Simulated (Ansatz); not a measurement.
**C2HF2Ge (SMILES C#[C][Ge]([F])[F]): the electronic atomisation energy, rung by rung**

C2HF2Ge: 6 atoms, total charge 0, spin state doublet. As SMILES, `C#[C][Ge]([F])[F]`. The shape is that of a PBE0-D4/def2-TZVP optimisation.

Quantity: the electronic atomisation energy, in eV. The values are calculated. Electronic energies at fixed atoms, without zero-point motion or spin-orbit coupling.

| level | kind | program | value (eV) | less CCSD(T)/6-31G* |
| --- | --- | --- | --- | --- |
| UHF/6-31G* (spherical functions) | Hartree–Fock | Ansatz | 17.02 | -6.24 |
| UPBE/6-31G* (spherical functions) | GGA | Ansatz | 26.01 | +2.75 |
| UB3LYP/6-31G* (spherical functions) | global hybrid | Ansatz | 24.59 | +1.33 |
| U-wB97X/6-31G* (spherical functions) | range-separated hybrid | Ansatz | 24.88 | +1.62 |
| UCAM-B3LYP/6-31G* (spherical functions) | range-separated hybrid | Ansatz | 24.87 | +1.61 |
| UPBE-QIDH/6-31G* (spherical functions) | double hybrid | Ansatz | 24.34 | +1.08 |
| RPA@PBE0/6-31G* (spherical functions) | RPA | Ansatz | 22.47 | -0.79 |
| UMP2/6-31G* (spherical functions) | perturbation theory | Ansatz | 24.42 | +1.16 |
| UCCSD(T)/6-31G* (spherical functions) | coupled cluster or CI | Ansatz | 23.26 | 0.00 |

Differences are taken from UCCSD(T)/6-31G* (spherical functions) for orientation; it has basis-set and higher-order errors of its own. All-electron rows without a relativistic Hamiltonian named are non-relativistic. Correlated wave functions underbind in double-zeta sets. The values span 17.02 to 26.01 eV. In the correlated wave-function rows the outer d shell of Ge is correlated, in sets not made for it.

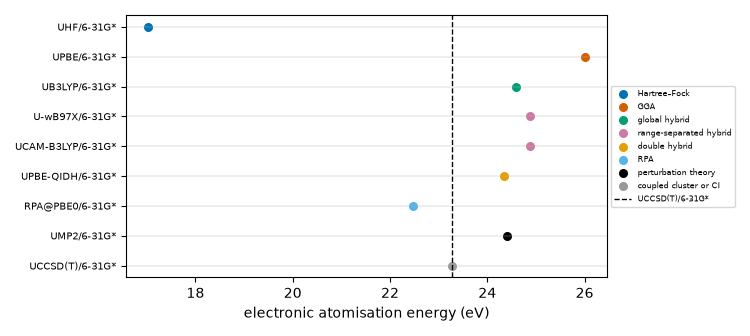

The values of the table, level by level.
